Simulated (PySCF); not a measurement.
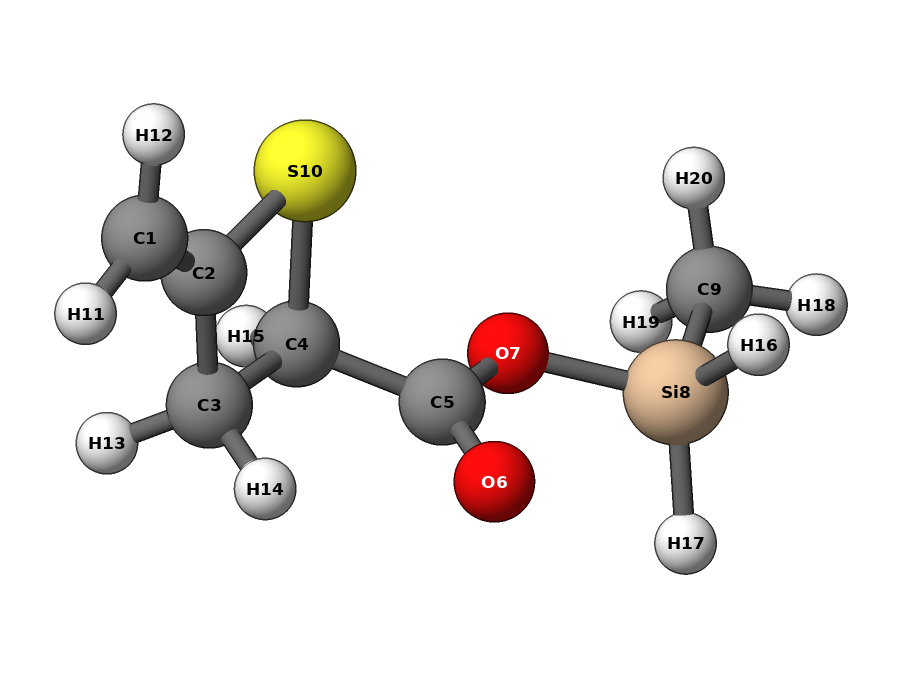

Computed geometry: GFN2-xTB optimisation. No frequency run is at hand to confirm it as a minimum. Method: GIAO PBE0/pcSseg-1 NMR shielding, non-relativistic, gas phase (PySCF 2.14.0). Principal shieldings σ11 ≤ σ22 ≤ σ33, span Ω = σ33 − σ11, skew κ = 3(σiso − σ22)/Ω.

Give the shielding tensors of the S atoms.

```tsv
atom	σ11	σ22	σ33	σiso	Ω	κ
S10	92.6	215.9	589.4	299.3	496.8	0.50
```

Shieldings and span in ppm.

The geometry is semi-empirical. Around Si such bond lengths and angles can be off by a tenth of an ångström or more and by several degrees, and values that hang on the shape move with them.
